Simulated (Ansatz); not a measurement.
Strength of the C–Te bond: CTeF3 → CF3 + Te

Species: CTeF3 `FC(F)(F)[Te]`, doublet; CF3 (trifluoromethyl radical) `F[C](F)F`, doublet; Te atom, triplet. 

Shapes, held fixed at every level: PBE0-D4/def2-TZVP. Programs: Ansatz 0.2.0. The zero-point and thermal change to 298 K, harmonic and unscaled (PBE0-D4/def2-TZVP), is -26.1 kJ/mol.

```tsv
level	kind	ΔH(298 K) (kJ/mol)	less CCSD(T)/def2-TZVPP
MP2/def2-SVP	perturbation theory	+148.9	-32.0
HF/def2-SVP	Hartree–Fock	+39.1	-141.8
PBE-D4/def2-TZVPP	GGA	+204.4	+23.5
wB97M-V/def2-TZVPP	range-separated hybrid	+196.2	+15.3
B2PLYP/def2-TZVPP	double hybrid	+178.7	-2.2
CCSD(T)/def2-SVP	coupled cluster or CI	+146.2	-34.7
CCSD(T)/def2-TZVPP	coupled cluster or CI	+180.9	0.0
```

The highest level, CCSD(T)/def2-TZVPP, gives ΔH(298 K) = +180.9 kJ/mol; the levels span +39.1 to +204.4. The column of differences is taken from that level and isn't an error. Hartree–Fock misses the correlation of the pair that is broken and comes out low. No measured value is set beside it here. Open shells run unrestricted. For atoms past krypton def2 sets carry core potentials with scalar relativity. Outer-core shells of Te are correlated in most correlated rows, in sets that cover them unevenly. Spin-orbit coupling lowers the free atoms by 25.2 kJ/mol; the thermal change holds that.

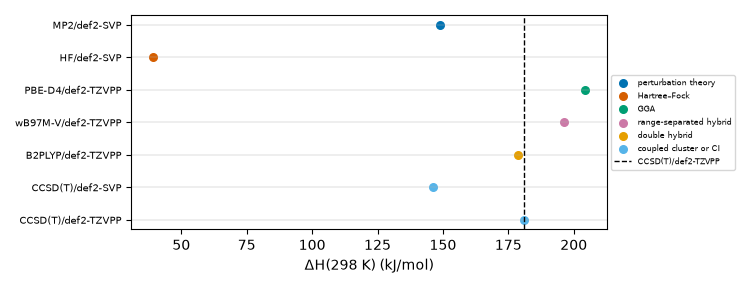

The values of the table, level by level.
